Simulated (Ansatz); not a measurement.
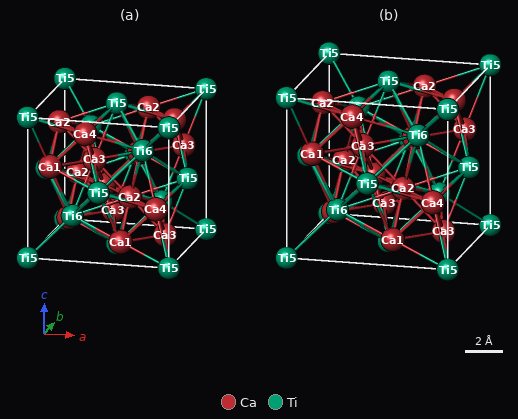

The structure of crystalline Ca₂Ti (a generated structure, set up in Fd-3m) (coarse preliminary run) before (left) and after (right) a relaxation, at one scale.

A ball-and-stick model of the conventional cell (4 times the calculation's cell), seen from a free direction. Lengths and directions refer to the drawn axes.

Method: DFT PBE, scalar-relativistic, plane waves, PAW in Ansatz 0.2.0.

Input file:
```yaml
crystal:
  lattice:
    - [0.0, 3.98911051, 3.98911051]
    - [3.98911051, 0.0, 3.98911051]
    - [3.98911051, 3.98911051, 0.0]
  atoms:
    - { symbol: Ca, position: [0.625, 0.625, 0.625] }
    - { symbol: Ca, position: [0.125, 0.625, 0.625] }
    - { symbol: Ca, position: [0.625, 0.625, 0.125] }
    - { symbol: Ca, position: [0.625, 0.125, 0.625] }
    - { symbol: Ti, position: [0.0, 0.0, 0.0] }
    - { symbol: Ti, position: [0.25, 0.25, 0.25] }
basis:
  ecutwfc: 420
kpoints:
  mp_grid: { grid: [4, 4, 4] }
hamiltonian:
  xc: pbe
scf:
  occupations: { method: gaussian, width: 0.1 }
  lower_state_search: "off"
output:
  forces: true
  stress: true
  eigenvalues: true
relax:
  adjacent_minimum: "off"
  f_tol: 0.04
  max_steps: 70
  cell: { stress_tol: 0.4 }
```

Run as
```bash
ansatz run input.yaml --threads 1 --pin off --max-ram 2048MiB --backend cpu --events-out ev --progress --plain --runs-dir out
```

> Summarise the run.

After 4 accepted moves (6 points after the start) the energy has fallen by 432 meV per atom. All forces vanish by symmetry, so only the cell relaxes. Pressure: 17.51 GPa at the start and 0.27 GPa at the end. At 2 points the geometry stayed and the basis and grid were re-selected for the new cell (energy shift of 10.7 meV per atom at most each time). No atom moves by more than 0.005 Å relative to the cell. The volume changes by +48.4 %, with a = b = c 7.978 → 9.100 Å (+14.1 %). Some distances before and after: Ti5–Ti6 3.455 → 3.941 Å, Ca1–Ti5 3.308 → 3.773 Å, Ca1–Ca2 2.821 → 3.217 Å. The space group stays Fd-3m (No. 227).
